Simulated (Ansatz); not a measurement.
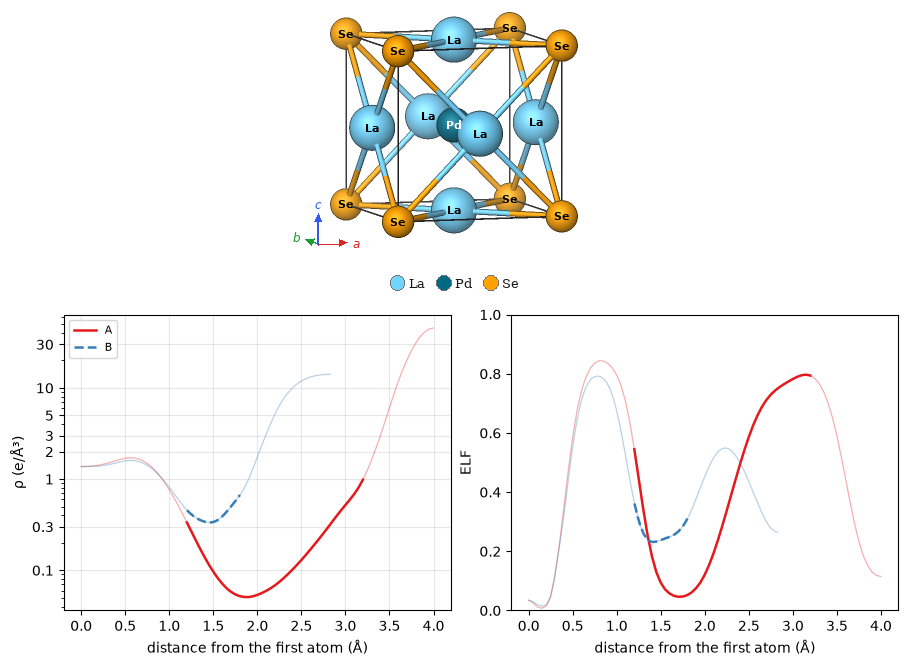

The picture shows: La3PdSe. Valence charge density (pseudo) and ELF along straight lines between neighbouring atoms. Thin, pale parts lie inside the atomic spheres. The structure is drawn too.

Space group Pm-3m; a structure generated by program, which may or may not match a known phase; computed without spin polarisation.

Computed with Ansatz 0.2.0, DFT PBE, scalar-relativistic, plane waves, PAW.

The density is the valence pseudo-density of a PAW calculation; it isn't the true density close to the nuclei.

Which curve belongs to which contact (La–Pd and La–Se)? The first atom named is at distance zero.

Curve A: La–Se (4.00 Å): the density is about 0.05 e/Å³ at the midpoint; the ELF is about 0.10 at the midpoint (no shared electron pair shows on this line). Curve B: La–Pd (2.83 Å): the density is about 0.34 e/Å³ at the midpoint; the ELF is about 0.25 at the midpoint (no shared electron pair shows on this line).
